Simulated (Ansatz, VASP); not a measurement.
# PbSe (Clausthalite): VASP beside Ansatz

Aim: how closely do two programs agree when they are given the same cell, functional and k mesh?

Program: Ansatz 0.2.0. Level of theory: plane waves, with VASP 6.6.1 beside it; band structure at HSE06, spin-orbit coupling. Results are calculated unless marked as measured.

## 1. The structure

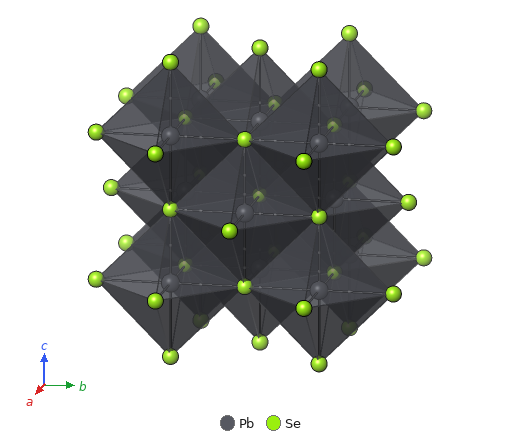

The starting structure, seen slightly off an axis (lead dark grey, selenium green). This picture shows the conventional cell, with its axes. Some periodic images of atoms are drawn too.

## 2. Ansatz: band structure, HSE06, spin-orbit coupling

Ansatz runs on its fully relativistic PAW (standard-fr) files.

The same path points are solved in both programs, so levels can be compared one by one.

Contents of input.yaml:

```yaml
crystal:
  lattice:
    - [0.0, 3.06065, 3.06065]
    - [3.06065, 0.0, 3.06065]
    - [3.06065, 3.06065, 0.0]
  atoms:
    - { symbol: Pb, position: [0.0, 0.0, 0.0] }
    - { symbol: Se, position: [0.5, 0.5, 0.5] }
hamiltonian:
  xc: { exchange: pbe, correlation: pbe, exx: { coeff: 0.25, omega: 0.2 } }
  pseudopotentials: { kind: paw_fr }
magnetization:
  noncollinear: true
  spin_orbit: true
kpoints:
  mp_grid: { grid: [4, 4, 4] }
  band_path:
    path:
      - [0.0, 0.0, 0.0]
      - [0.5, 0.0, 0.5]
      - [0.5, 0.2, 0.7]
      - [0.4, 0.35, 0.75]
      - [0.15, 0.15, 0.3]
      - [0.2, 0.2, 0.2]
      - [0.5, 0.5, 0.5]
      - [0.55, 0.4, 0.55]
      - [0.6, 0.25, 0.65]
      - [0.5, 0.25, 0.75]
      - [0.5, 0.5, 0.5]
      - [0.375, 0.375, 0.75]
      - [0.5, 0.0, 0.5]
    npoints: 1
scf:
  occupations: { method: gaussian, width: 0.02 }
  n_extra_bands: 14
output:
  forces: true
  stress: true
  eigenvalues: true
```

Command:

```bash
$ ansatz run input.yaml --threads 4 --pin off --max-ram 9216MiB --backend cpu --events-out ev --progress --plain --runs-dir out
```

Numbers of over 12 decimals in the logs are rounded to 6 here.

What it wrote:

```text
Warning: output.stress: scf.convergence.dr2_threshold = 1e-7 eV (the SCF's general default) is looser than the 2e-10 eV advised for a printed stress (1e-10 eV for each atom of the cell: 2). What an SCF threshold leaves in a stress goes as its square root, and in the free energy as the threshold itself, and one threshold admits the most on a small cell: [figures from the program's tests cut] Set scf.convergence.dr2_threshold to 2e-10 eV or tighter. The threshold is an SCF's pass mark: one that does not reach it within its budget of iterations ends unconverged, or closes short of it on a stop that the run arms, and scf.convergence.dr2_threshold's page says what that costs each kind of run
Warning: output.stress: scf.exx.energy_threshold = 1e-6 eV is looser than the 2e-8 eV advised for a stress under a hybrid functional (1e-8 eV for each atom of the cell: 2). Every SCF of the exchange loop can meet its threshold on dr2 while the loop round them stops early: no threshold on dr2 bounds what that leaves in the stress. Set scf.exx.energy_threshold to 2e-8 eV or tighter. The threshold is the loop's pass mark: a loop that does not reach it within its budget of cycles ends unconverged, and scf.exx.energy_threshold's page has the law
scf.n_extra_bands = 14 over 30 filled bands (N_el = 30.0): the run solves 44 bands
Engine: ansatz 0.2.0, aarch64-unknown-linux-gnu
Pseudopotentials: kind: paw_fr
Pseudopotential: Pb, paw_fr, valence charge 14, recommended cutoff 420 eV (normal), Pb.paw.azcp#standard-fr
Pseudopotential: Se, paw_fr, valence charge 16, recommended cutoff 420 eV (normal), Se.paw.azcp#standard-fr
Functional definition: unnamed
  parameter a_1 = 0.25
  parameter omega_1 = 0.2/angstrom
  exchange = pbe_x + (-a_1)*pbe_x_sr(omega_1) + a_1*exact_x_sr(omega_1)
  correlation = pbe_c
non-collinear run that drives no moment, with spin-orbit: no starting moment large enough to seed its density (crystal.atoms[].spin), no starting occupations that ask for one, no magnetisation constraint and no magnetic field, so the semilocal B_xc is pinned to zero
Crystal: 2 atoms, lattice volume = 57.342 Å³
Basis set: ecut = 420 eV, 1139 PW (Γ), exchange–correlation on 60×60×60 points (8 copies of the dense FFT grid, shifted against one another)
Bands: 44, of which v1, the nominal top of the filled ones, is band 30 counted from 1 (29 counted from 0)
Symmetry: 48 space group operations + 48 with time reversal
Magnetic group: BNS 225.117 (UNI 1619), of the structure as read, at distance tolerance 3.9e-5 Å
k-points: 8 of 64
Projection manifold: j_resolved (fully-relativistic pseudo-atomic orbitals)
Non-local potential: Pb, projectors of the file, l = 0: 2, l = 1: 4, l = 2: 4, l = 3: 4
Non-local potential: Se, projectors of the file, l = 0: 2, l = 1: 4, l = 2: 6, l = 3: 2
PAW form: soft (Blöchl's): semilocal exchange-correlation on the pseudo side does not see the compensation charge
PAW frozen core: Pb, regenerated for the run's functional, and the local potential with it (the file was generated under x = pbe(κ = 0.804, μ = 0.219515), c = pbe(β = 0.066725))
PAW frozen core: Se, regenerated for the run's functional, and the local potential with it (the file was generated under x = pbe(κ = 0.804, μ = 0.219515), c = pbe(β = 0.066725))
PAW one-centre angular grid: Pb, 590 points (default); XC on 160 Gauss nodes
PAW one-centre angular grid: Se, 590 points (default); XC on 193 of its mesh's 2701 points in the sphere
Initial density: superposition of atomic densities (chi_scale 0.1, normalization cell, long waves kept (reshape's long-wave potential 0.00 eV rms))
Initial wavefunctions: pseudopotential atomic-orbital guess
Functional: x = pbe(κ = 0.804, μ = 0.219515), c = pbe(β = 0.066725), warm-up for x = pbe(κ = 0.804, μ = 0.219515) + 0.25 (exact − pbe) at short range (hse, ω = 0.2 Å⁻¹), c = pbe(β = 0.066725)
iter 1 solved again at ethr=7.95e-4 eV; its pass at ethr=1.00e-1 eV (dr2=2.39e-1 eV) is discarded
SCF iter   1: F=—  HF=-17415.315396 eV  |F-HF|=—  |Δ(HF+E_count)|=         —  Δρ=1.74e-2  dr2=2.38e-1  dr2_m=0.00e0 (ungated)  ethr=7.95e-4  |M|=0.00e0 ∫|m|=0.00e0 μB  |m|>n=0.0e0 m-floor=0.0e0 τ_xc=0.0e0  β_m=0.30  ⟨swp⟩=7.2  Hψ=2182  notcnv=0
preconditioner: auto → none  [insulator: Δε(μ)=0.036 eV  Ē_g=17.768 eV  σ=0.020 eV  W_gap=0.80  n_scr=14 (ndim 8)  ℏωp=21.9 eV  f_vac=0.000  D(μ)=3.09/eV (n_scr^D=26)]
SCF iter   2: F=—  HF=-17415.273514 eV  |F-HF|=—  |Δ(HF+E_count)|=   4.19e-2  Δρ=9.77e-3  dr2=4.95e-2  dr2_m=0.00e0 (ungated)  ethr=7.95e-4  |M|=0.00e0 ∫|m|=0.00e0 μB  |m|>n=0.0e0 m-floor=0.0e0 τ_xc=0.0e0  β_m=0.40  ⟨swp⟩=2.9  Hψ=726  notcnv=0  defer=2
SCF iter   3: F=—  HF=-17415.270071 eV  |F-HF|=—  |Δ(HF+E_count)|=   3.44e-3  Δρ=4.17e-3  dr2=8.71e-3  dr2_m=0.00e0 (ungated)  ethr=1.65e-4  |M|=0.00e0 ∫|m|=0.00e0 μB  |m|>n=0.0e0 m-floor=0.0e0 τ_xc=0.0e0  β_m=0.51  ⟨swp⟩=3.4  Hψ=744  notcnv=0  defer=6
iter 4 solved again at ethr=5.78e-7 eV; its pass at ethr=2.90e-5 eV (dr2=1.73e-4 eV) is discarded
SCF iter   4: F=—  HF=-17415.271188 eV  |F-HF|=—  |Δ(HF+E_count)|=   1.12e-3  Δρ=6.86e-4  dr2=1.71e-4  dr2_m=0.00e0 (ungated)  ethr=5.78e-7  |M|=0.00e0 ∫|m|=0.00e0 μB  |m|>n=0.0e0 m-floor=0.0e0 τ_xc=0.0e0  β_m=0.59  ⟨swp⟩=3.8  Hψ=1596  notcnv=0  defer=10
[...]
Frozen-core exchange: fock
SCF iter   1: F=—  HF=-17391.415124 eV  |F-HF|=—  |Δ(HF+E_count)|=         —  Δρ=1.02e-3  dr2=1.11e-3  dr2_m=0.00e0 (ungated)  ethr=1.98e-4  |M|=0.00e0 ∫|m|=0.00e0 μB  |m|>n=0.0e0 m-floor=0.0e0 τ_xc=0.0e0  β_m=0.30  ⟨swp⟩=2.0  Hψ=704  notcnv=0
preconditioner: auto → none  [insulator: Δε(μ)=0.118 eV  Ē_g=19.722 eV  σ=0.020 eV  W_gap=1.00  n_scr=14 (ndim 8)  ℏωp=21.9 eV  f_vac=0.021  D(μ)=0.00/eV (n_scr^D=0)]
SCF iter   2: F=—  HF=-17391.414857 eV  |F-HF|=—  |Δ(HF+E_count)|=   2.66e-4  Δρ=2.30e-4  dr2=1.43e-4  dr2_m=0.00e0 (ungated)  ethr=3.21e-6  |M|=0.00e0 ∫|m|=0.00e0 μB  |m|>n=0.0e0 m-floor=0.0e0 τ_xc=0.0e0  β_m=0.65  ⟨swp⟩=3.1  Hψ=694  notcnv=0  defer=4
SCF iter   3: F=—  HF=-17391.414848 eV  |F-HF|=—  |Δ(HF+E_count)|=   8.94e-6  Δρ=6.74e-5  dr2=9.12e-5  dr2_m=0.00e0 (ungated)  ethr=1.43e-7  |M|=0.00e0 ∫|m|=0.00e0 μB  |m|>n=0.0e0 m-floor=0.0e0 τ_xc=0.0e0  β_m=0.63  ⟨swp⟩=3.8  Hψ=694  notcnv=0
SCF iter   4: F=-17391.415517 eV  HF=-17391.415540 eV  |F-HF|=2.28e-5  |Δ(HF+E_count)|=   6.91e-4  Δρ=1.75e-4  dr2=3.56e-5  dr2_m=0.00e0 (ungated)  ethr=1.44e-8  |M|=0.00e0 ∫|m|=0.00e0 μB  |m|>n=0.0e0 m-floor=0.0e0 τ_xc=0.0e0  ⟨swp⟩=4.8  Hψ=856  notcnv=0
SCF 4 stopped early in 4 iterations: F = -17391.415517 eV  dr2 = 3.56e-5
hybrid outer 3: dexx = +7.743e-4 eV, tail = 2.72e-3 eV, Δε = 7.24e-2 eV (about 1.81e-2 eV left of the loop's levels)
Projection manifold: j_resolved (fully-relativistic pseudo-atomic orbitals)
Exchange kernel: α = 0.2500, screened, ω = 0.2000 Å⁻¹, Wigner–Seitz truncation, v(0) = 1114.8261 eV·Å³, q-mesh 4×4×4, nearest image of the exchange supercell L = 17.31 Å, pair-density grid 18×18×18, without the augmentation charges, whose exchange is taken in its separable form by FFT convolution over the k-point mesh (sized by the pseudopotential files, 24×24×24 at the most), smooth part of the exact exchange by density-matrix convolution
Frozen-core exchange: fock
SCF iter   1: F=—  HF=-17391.415542 eV  |F-HF|=—  |Δ(HF+E_count)|=         —  Δρ=7.29e-5  dr2=5.82e-6  dr2_m=0.00e0 (ungated)  ethr=1.28e-6  |M|=0.00e0 ∫|m|=0.00e0 μB  |m|>n=0.0e0 m-floor=0.0e0 τ_xc=0.0e0  β_m=0.30  ⟨swp⟩=4.8  Hψ=762  notcnv=0
preconditioner: auto → none  [insulator: Δε(μ)=0.150 eV  Ē_g=19.727 eV  σ=0.020 eV  W_gap=1.00  n_scr=14 (ndim 8)  ℏωp=21.9 eV  f_vac=0.024  D(μ)=0.00/eV (n_scr^D=0)]
SCF iter   2: F=—  HF=-17391.415540 eV  |F-HF|=—  |Δ(HF+E_count)|=   1.59e-6  Δρ=2.75e-5  dr2=6.72e-7  dr2_m=0.00e0 (ungated)  ethr=1.93e-8  |M|=0.00e0 ∫|m|=0.00e0 μB  |m|>n=0.0e0 m-floor=0.0e0 τ_xc=0.0e0  β_m=0.36  ⟨swp⟩=3.1  Hψ=640  notcnv=0
SCF iter   3: F=—  HF=-17391.415540 eV  |F-HF|=—  |Δ(HF+E_count)|=   1.49e-7  Δρ=1.15e-5  dr2=2.03e-7  dr2_m=0.00e0 (ungated)  ethr=1.87e-9  |M|=0.00e0 ∫|m|=0.00e0 μB  |m|>n=0.0e0 m-floor=0.0e0 τ_xc=0.0e0  β_m=0.49  ⟨swp⟩=3.4  Hψ=666  notcnv=0
SCF iter   4: F=—  HF=-17391.415540 eV  |F-HF|=—  |Δ(HF+E_count)|=   4.61e-9  Δρ=3.39e-6  dr2=1.64e-7  dr2_m=0.00e0 (ungated)  ethr=1.54e-10  |M|=0.00e0 ∫|m|=0.00e0 μB  |m|>n=0.0e0 m-floor=0.0e0 τ_xc=0.0e0  β_m=0.62  ⟨swp⟩=3.2  Hψ=842  notcnv=0
SCF iter   5: F=—  HF=-17391.415541 eV  |F-HF|=—  |Δ(HF+E_count)|=   7.81e-7  Δρ=1.36e-5  dr2=2.02e-7  dr2_m=0.00e0 (ungated)  ethr=9.91e-12  |M|=0.00e0 ∫|m|=0.00e0 μB  |m|>n=0.0e0 m-floor=0.0e0 τ_xc=0.0e0  β_m=0.62  ⟨swp⟩=5.4  Hψ=1240  notcnv=0  defer=2
SCF iter   6: F=-17391.415541 eV  HF=-17391.415541 eV  |F-HF|=1.02e-10  |Δ(HF+E_count)|=   6.78e-8  Δρ=6.59e-7  dr2=1.64e-9  dr2_m=0.00e0 (ungated)  ethr=9.91e-12  |M|=0.00e0 ∫|m|=0.00e0 μB  |m|>n=0.0e0 m-floor=0.0e0 τ_xc=0.0e0  ⟨swp⟩=5.0  Hψ=980  notcnv=0
SCF 5 converged in 6 iterations: F = -17391.415541 eV  dr2 = 1.64e-9
  Residual-converged pass: ⟨swp⟩=1.9  Hψ=428  notcnv=0  max |occ|·‖R‖ = 2.4e-6 eV (tolerance 2.4e-6 eV)  dr2=1.64e-9  dr2_m=0.00e0 (ungated)  dr2_onsite=6.09e-11  max |Δocc| = 3.3e-16
hybrid outer 4: dexx = +7.749e-7 eV, tail = 3.21e-8 eV, Δε = 9.32e-3 eV (about 5.83e-4 eV left of the loop's levels)
NSCF: frozen V_eff on 13 k-points
hybrid SCF converged: 4 outer / 26 inner (+6 warm-up), last move |dexx| = 7.75e-7 eV, tail = 3.21e-8 eV
Magnetization: |M| = 0.0000 μB,  M = (+0.0000, +0.0000, +0.0000) μB
Absolute magnetization: 0.0000 μB (∫|m|)
  site 0: m = (+0.0000, +0.0000, +0.0000) μB, |m| = 0.0000 μB  (R = 1.26 Å)
  site 1: m = (+0.0000, +0.0000, +0.0000) μB, |m| = 0.0000 μB  (R = 1.26 Å)
Free energy (F): -17391.415541 eV
Frozen-core exchange: fock
Harris-Foulkes:  -17391.415541 eV  (|F-HF|=1.02e-10)
Internal energy: -17391.415541 eV  (E = F + TS)
E sigma→0 (E₀):  -17391.415541 eV
Fermi energy:    8.841832 eV
--- Per-component energies (eV) ---
  E_band       = -496.971972
  E_kinetic    = 405.450471
  E_local      = -3526.807444  (includes V_loc(G=0)·N_el)
  E_nonlocal   = -245.785267
  E_hartree    = 1644.021951
  E_xc         = -259.660533
  E_vxc        = -184.950718  (∫ρ·V_xc dr)
  E_exx        = -99.958609  (= α·E_x^exact, valence–valence)
  E_paw        = -12296.231448  (= ΣΔE_a)
  E_vpaw       = -33.005124  (= ΣTr[D̂ρ^β])
  E_aug_tail   = -0.000506  (compensation charges beyond the density's cutoff)
  E_ewald      = -3011.707258
  E_core_change = -0.736899  (= ΣΔE_core)
  E_smearing   = -0.000000  (= −TS)
  E_closure    = -0.000000  (closes the sum)
  Σ components = -17391.415541   (vs F -17391.415541, Δ=0.00e0)
--- Forces (eV/Å), atoms counted from 1 ---
  atom   1  Pb     0.00000000     0.00000000     0.00000000
  atom   2  Se    -0.00000000     0.00000000     0.00000000
  max |Σ_I F_I| component: 1.86e-24 eV/Å
--- Stress (GPa, compression-positive) ---
        1.030243       0.000000       0.000000
       -0.000000       1.030243       0.000000
       -0.000000      -0.000000       1.030243
  P = ⅓ Tr σ = 1.0302 GPa (10.302 kbar)
--- Band table (eV; the first three rows and the last of 8) ---
  k-point 0: bands = [... 26 lower, 6.7154, 6.7154, 6.7154, 6.7154, 12.4893, 12.4893, 14.9343, 14.9343, ... 10 higher]
  k-point 1: bands = [... 26 lower, 6.8532, 6.8532, 7.6274, 7.6274, 10.6576, 10.6576, 12.1267, 12.1267, ... 10 higher]
  k-point 2: bands = [... 26 lower, 7.0522, 7.0522, 8.7675, 8.7675, 8.9161, 8.9161, 10.5534, 10.5534, ... 10 higher]
  k-point 7: bands = [... 26 lower, 3.9973, 3.9973, 7.7608, 7.7608, 10.9033, 10.9033, 14.3162, 14.3162, ... 10 higher]
```

Run time: 3.1 min. Hardware: 4 threads of Arm Neoverse V1, shared host; peak memory 1.3 GiB.

Reading the cycles: dr2 is the Hartree energy of the density residual (eV), the measure of convergence; HF is the Harris–Foulkes estimate of the energy, which meets the free energy F at convergence.

(Part 1 of 2 ends here.)

[Lines on the potential files, build, host, timing and source positions are cut from VASP's logs without a mark.]

[Logs are printed without paths, hosts, clocks, repeated set-up lines and the standing remarks that a program may print on its own settings, such as how far it seeks lower states.]

[Hosts, paths, dates, database ids (printed as entryN), source tags and the programs' standing remarks are cut or masked in the printed files.]
